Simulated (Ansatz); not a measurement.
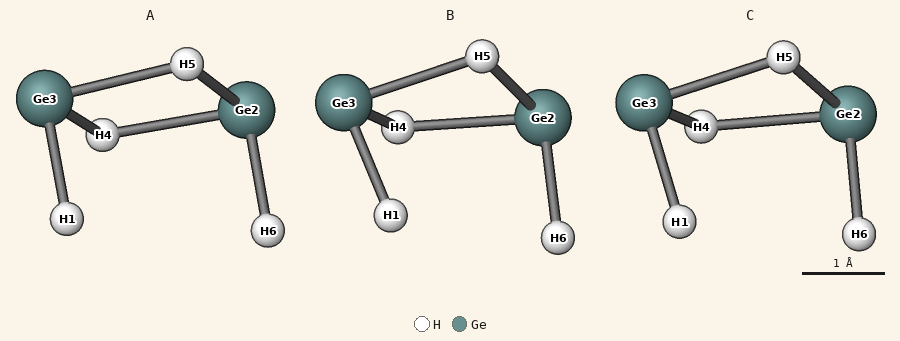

3 geometries from one relaxation of Ge$_{2}$H$_{4}$, in shuffled order. Style: ball-and-stick. Shown at a tilt.

The run prepares an end point of a later path (reaction) calculation, from a guessed geometry.

Method: Ansatz 0.2.0, UKS BLYP-D4/def2-SVPD. Set-up: collinear spin; force threshold 0.03 eV/Å; at most 50 steps.

Order the frames from highest to lowest energy.

Answer. B, C, A. They are steps 0, 1, 3, at +0.144 eV, +0.037 eV relative to the last. After 3 geometry steps the energy has fallen by 0.144 eV. The largest force component goes from 0.79 to 0.023 eV/Å. H1 moves most after the best rigid fit: 0.35 Å. Largest moves by element: H 0.35 Å, Ge 0.13 Å. Some distances before and after: H1–Ge3 1.537 → 1.609 Å, Ge3–H4 1.781 → 1.789 Å. Bond angles that change, for instance: H1–Ge3–H4 86.0° → 92.0°, H4–Ge2–H6 95.9° → 91.8°, Ge2–H5–Ge3 103.7° → 106.1°.
